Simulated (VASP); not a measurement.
Band structure of MoP (space group P-6m2). Level of theory: PBE GGA, VASP's PBE PAW potentials (set 64) (plane waves; VASP).

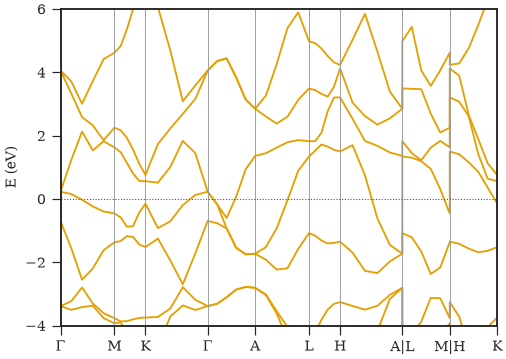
Fig. 1. Bands along high-symmetry lines, zero at the valence-band maximum or, without a gap, the Fermi level

Q: Read the plot: is there a gap, and where are the band edges?

A: It has no gap at this level: it comes out as a metal or semimetal.

The structure comes from a computed database's MoP entry (P-6m2); how it stands against other phases isn't given here. The cell was not relaxed at this level. The electron count is odd and the run is not spin-polarised, which forces a metal.
